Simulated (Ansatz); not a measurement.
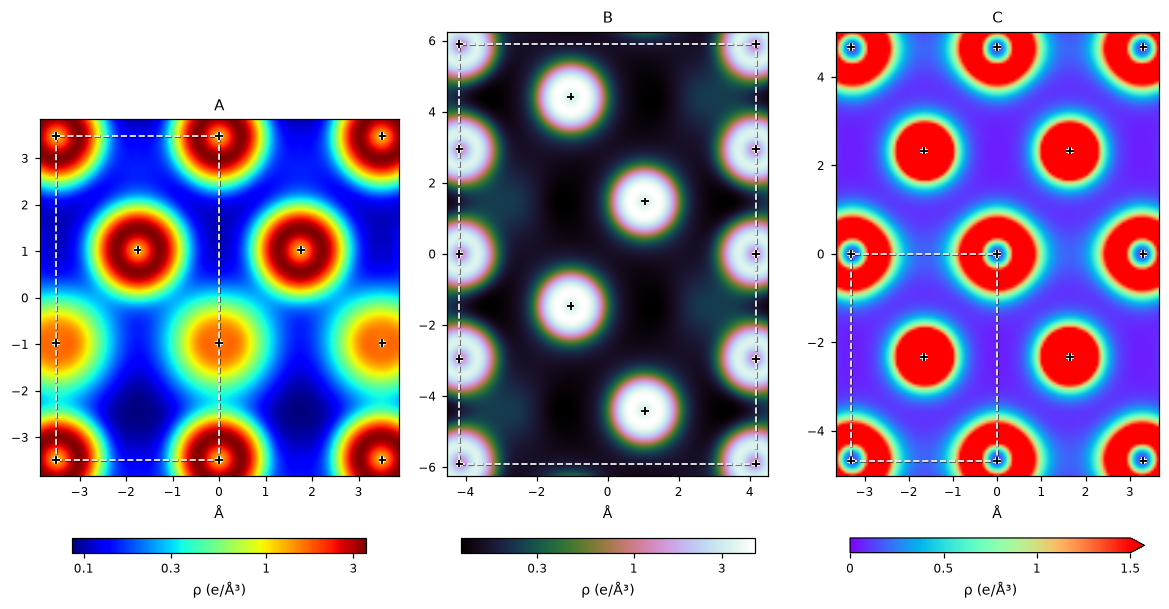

The valence electron density of 3 systems, each on a plane through atoms (crosses mark nuclei in the plane).

Computed with Ansatz, DFT PBE, scalar-relativistic, plane waves, PAW; 4f electrons in the core of a trivalent norm-conserving potential.

System 1: Tm3C2, the (010) plane of the conventional cell. Space group P-4m2; a structure generated by program, which may or may not match a known phase; computed without spin polarisation; no Hubbard U on the f states and no spin–orbit coupling.

```cif
data_structure
_symmetry_space_group_name_H-M 'P 1'
_symmetry_Int_Tables_number 1
_cell_length_a 3.5090
_cell_length_b 3.5090
_cell_length_c 6.9672
_cell_angle_alpha 90.000
_cell_angle_beta 90.000
_cell_angle_gamma 90.000
_cell_volume 85.79
loop_
_atom_site_label
_atom_site_type_symbol
_atom_site_fract_x
_atom_site_fract_y
_atom_site_fract_z
_atom_site_occupancy
Tm1 Tm 0.00000 0.50000 0.35310 1
Tm2 Tm 0.50000 0.00000 0.64690 1
Tm3 Tm 0.50000 0.50000 0.00000 1
C1 C 0.50000 0.00000 0.28732 1
C2 C 0.00000 0.50000 0.71268 1
```

System 2: Tm2Ta, the (011) plane of the conventional cell. Space group Fd-3m; a structure generated by program, which may or may not match a known phase; computed without spin polarisation; no Hubbard U on the f states and no spin–orbit coupling.

System 3: SmF, the (011̄) plane of the conventional cell. Space group Pm-3m; a structure generated by program, which may or may not match a known phase; computed without spin polarisation; no Hubbard U on the f states and no spin–orbit coupling.

```cif
data_structure
_symmetry_space_group_name_H-M 'P 1'
_symmetry_Int_Tables_number 1
_cell_length_a 3.3037
_cell_length_b 3.3037
_cell_length_c 3.3037
_cell_angle_alpha 90.000
_cell_angle_beta 90.000
_cell_angle_gamma 90.000
_cell_volume 36.06
loop_
_atom_site_label
_atom_site_type_symbol
_atom_site_fract_x
_atom_site_fract_y
_atom_site_fract_z
_atom_site_occupancy
Sm1 Sm 0.00000 0.00000 0.00000 1
F1 F 0.50000 0.50000 0.50000 1
```

Question: Match each panel to its system.

Answer: Panel A is system 1, Tm3C2: the plane holds Tm and C. Tm–C (2.51 Å): ρ is about 0.34 e/Å³ halfway. Panel B is system 2, Tm2Ta: the plane holds Tm and Ta. Tm–Tm (2.95 Å): ρ at the midpoint is about 0.18 e/Å³. Panel C is system 3, SmF: the plane holds Sm and F. Sm–F (2.86 Å): ρ at the midpoint is about 0.12 e/Å³.
